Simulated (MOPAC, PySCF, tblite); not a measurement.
Dissociation curve of MgH, doublet.

- PM3, unrestricted, heats of formation (MOPAC)
- UHF/LANL2DZ = unrestricted Hartree-Fock/LANL2DZ, with its core potentials past Ne in PySCF
- UKS-PBE = unrestricted PBE/cc-pVTZ (PySCF)
- GFN2-xTB, 300 K electronic temperature (tblite)

Energies are in kJ/mol, each relative to the lowest point of its own curve near equilibrium.

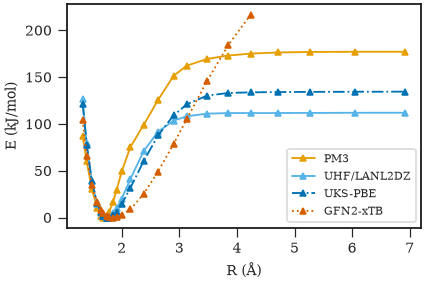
Energy against bond length for each method.

```csv
R / Å,PM3,UHF/LANL2DZ,UKS-PBE,GFN2-xTB
1.32,87.2,126.3,121.7,104.1
1.39,60.1,79.5,77.4,65.3
1.48,30.9,38.8,38.7,34.4
1.57,10.2,14.7,15.5,16.5
1.64,1.7,4.6,5.5,8.2
1.68,0.0,1.6,2.2,5.0
1.74,1.9,0.0,0.0,1.9
1.78,5.8,0.7,0.0,0.7
1.85,17.1,4.4,2.5,0.0
1.91,29.6,9.8,6.4,0.6
2.00,49.4,20.4,14.5,2.8
2.15,75.5,41.4,31.7,8.7
2.38,98.9,70.9,60.3,25.3
2.63,125.7,91.8,87.7,49.1
2.90,151.4,103.5,109.2,78.7
3.13,162.3,108.2,121.0,105.4
3.48,169.4,111.0,130.3,145.7
3.85,173.1,111.6,133.1,184.4
4.24,175.1,111.6,133.8,216.9
4.72,176.3,111.7,134.1,—
5.26,176.9,111.8,134.2,—
6.05,177.1,111.9,134.4,—
6.92,177.1,112.0,134.5,—
```

At the longest distance, 6.92 Å, PM3 lies highest above its minimum (177.1 kJ/mol) and UHF/LANL2DZ lowest (112.0 kJ/mol).

Dashes: no converged value, or the column stops at the first point that the program doubted or that broke a chosen test of continuity, which isn't proof of a fault.

The unrestricted determinant behind UHF/LANL2DZ is spin-contaminated at 2.38 to 3.13 Å (<S²> up to 0.9, against 0.75 for a pure doublet).
